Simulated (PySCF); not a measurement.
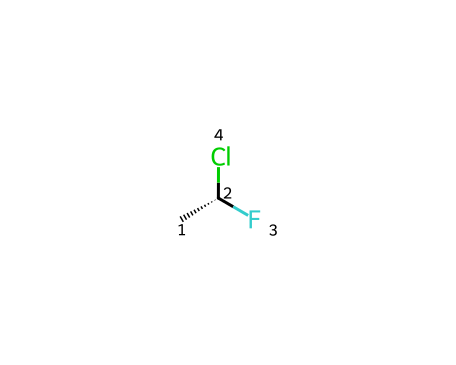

A structural formula, with wedges where it has stereocentres; small numbers name the atoms. The configuration is that of a computed structure (PBE0-D3(BJ)/def2-SVP).

What are the Cahn–Ingold–Prelog descriptors?

Answer. C2: S.

Write the isomeric SMILES.

Answer. C[C@@H](F)Cl
